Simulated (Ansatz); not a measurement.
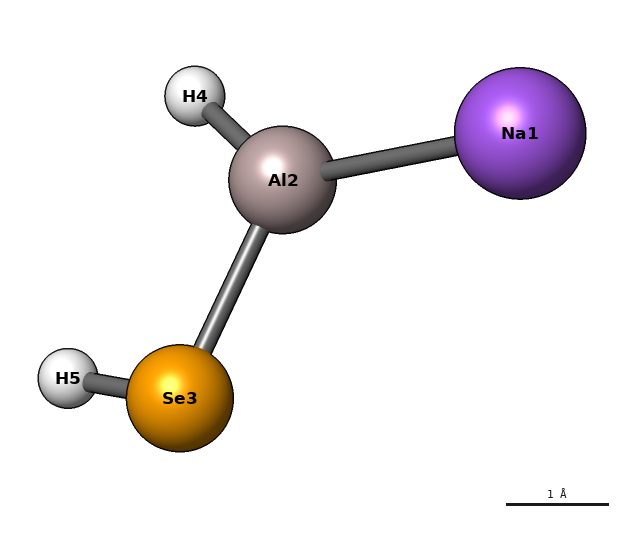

The geometry was computed by an optimisation with PBE-D4/def2-SVP. No frequency run is at hand to confirm it as a minimum.

Estimate the angles Na1–Al2–Se3, Na1–Al2–H4, Se3–Al2–H4, Al2–Se3–H5.

```
      angle  degrees
Na1–Al2–Se3    114.8
 Na1–Al2–H4    137.4
 Se3–Al2–H4    107.8
 Al2–Se3–H5     96.9
```
